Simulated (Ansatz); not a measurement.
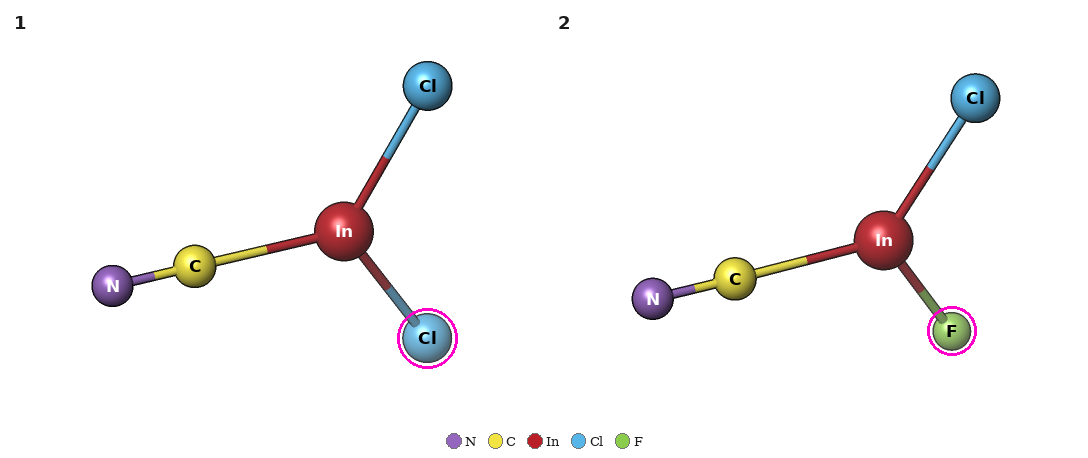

2 molecules with one skeleton, seen from the same side and at one scale; the atom that differs is circled. Each species is neutral and a spin singlet. Computed geometries: PBE0-D4/def2-TZVP optimisations, one conformation each. Properties computed with Ansatz 0.2.0. Elements past Kr carry core potentials.

One atom differs, called X below: Cl in panel 1, F in panel 2. Their formulas are CCl2InN (`N#[C][In]([Cl])[Cl]`), CClFInN (`N#[C][In]([F])[Cl]`).

**In which is the length of X–In larger (PBE0-D4/def2-TZVP)?**

In panel 1 (X = Cl).

**In which is the dipole moment larger (ωB97M-V/def2-TZVPP)?**

In panel 1 (X = Cl).

Give the values. With PBE0-D4/def2-TZVP: length of X–In (Å), angle X–In–Cl (°). With ωB97M-V/def2-TZVPP: dipole moment (D), HOMO energy (Kohn–Sham orbital) (eV), HOMO–LUMO gap (eV).

```
                            quantity  1 (Cl)   2 (F)   2 − 1
                  length of X–In (Å)   2.288   1.924  −0.364
                   angle X–In–Cl (°)   118.6   115.9    −2.7
                   dipole moment (D)    1.82    1.58   −0.24
HOMO energy (Kohn–Sham orbital) (eV)  −11.94  −12.20   −0.26
                  HOMO–LUMO gap (eV)   11.01   11.30   +0.29
```
